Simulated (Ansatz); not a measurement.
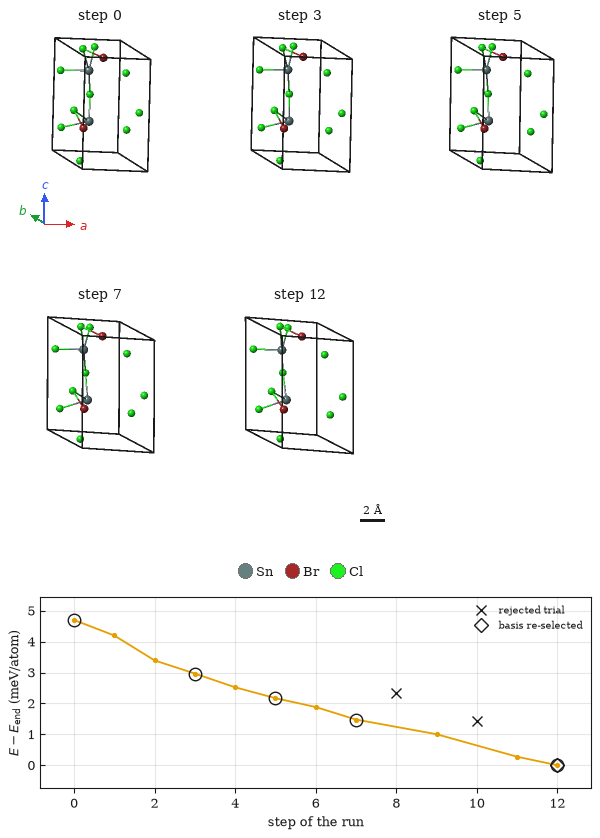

Frames of a relaxation of a crystal of SnBrCl3 (a generated structure, set up in P1) (coarse preliminary run), marked on the history of the run. The picture is a ball-and-stick view of the cell of the calculation, seen slightly off an axis.

The calculation used DFT PBE, scalar-relativistic, plane waves, PAW in Ansatz. Set-up: plane-wave cutoff 420 eV; k-point mesh 4 × 4 × 2; occupations gaussian; smearing width 0.1 eV; no spin polarisation; cell and atoms relaxed; force threshold 0.04 eV/Å; at most 70 steps.

> Describe the path.

After 9 accepted moves (12 points after the start) the energy has fallen by 4.7 meV per atom. Largest force component: 0.05 eV/Å at the start, 0.02 eV/Å at the end. Pressure: 0.09 GPa at the start and 0.00 GPa at the end. The line search rejected the trial steps at points 8, 10 of the run. The SCF was repeated once at an unchanged geometry on a basis and grid sized afresh for the cell, which shifted the energy by 0.3 meV per atom at most. The largest move relative to the cell is that of a Cl atom, 0.37 Å along [3 −3 −2]. Largest moves by element: Cl 0.37 Å, Br 0.30 Å, Sn 0.25 Å. The drawn cell changes as follows: a 5.628 → 6.100 Å (+8.4 %), b 7.353 → 7.238 Å (−1.6 %), c 10.006 → 10.025 Å (+0.2 %), α 94.1° → 93.2°, β 93.2° → 95.9°, γ 103.0° → 111.4°; the volume changes by +1.7 %. Among the contacts that change: Cl–Sn 3.093 → 3.028 Å, Cl–Sn 2.839 → 2.871 Å, Br–Cl 2.411 → 2.395 Å, Br–Cl 2.427 → 2.442 Å. Among the angles between lasting bonds that change: Cl–Sn–Cl 86.8° → 89.6°, Cl–Br–Cl 176.3° → 178.5°. The space group stays P1 (No. 1). Cost: 5.9 min on 1 thread of Intel(R) Xeon(R) Platinum 8488C (Sapphire Rapids), with other jobs on the host, peak memory 0.75 GiB. From step 0 to 3: a Cl atom moves most (0.11 Å), volume +3.6 %, energy −1.7 meV per atom. From step 3 to 5: Cl atoms move most (0.10 Å), volume +1.8 %, energy −0.8 meV per atom. From step 5 to 7: a Cl atom moves most (0.13 Å), volume −0.9 %, energy −0.7 meV per atom. From step 7 to 12: a Cl atom moves most (0.10 Å), volume −2.8 %, energy −1.5 meV per atom.

| step | E − E(0), meV/atom | largest force component, eV/Å | pressure, GPa | volume, Å³/atom | note |
| --- | --- | --- | --- | --- | --- |
| 0 | 0.00 | 0.0499 | 0.09 | 40.130 |  |
| 1 | -0.50 | 0.0780 | 0.06 | 40.709 |  |
| 2 | -1.31 | 0.0525 | 0.02 | 41.338 |  |
| 3 | -1.73 | 0.0235 | -0.01 | 41.581 |  |
| 4 | -2.18 | 0.0333 | -0.05 | 41.970 |  |
| 5 | -2.53 | 0.0261 | -0.03 | 42.326 |  |
| 6 | -2.82 | 0.0479 | -0.01 | 42.347 |  |
| 7 | -3.22 | 0.0684 | 0.00 | 41.958 |  |
| 8 | -2.36 | 0.1228 | -0.12 | 40.720 | rejected |
| 9 | -3.70 | 0.0627 | 0.02 | 41.183 |  |
| 10 | -3.26 | 0.1333 | -0.02 | 40.621 | rejected |
| 11 | -4.43 | 0.0197 | -0.01 | 40.796 |  |
| 12 | -4.70 | 0.0198 | 0.00 | 40.796 | same geometry, new basis |
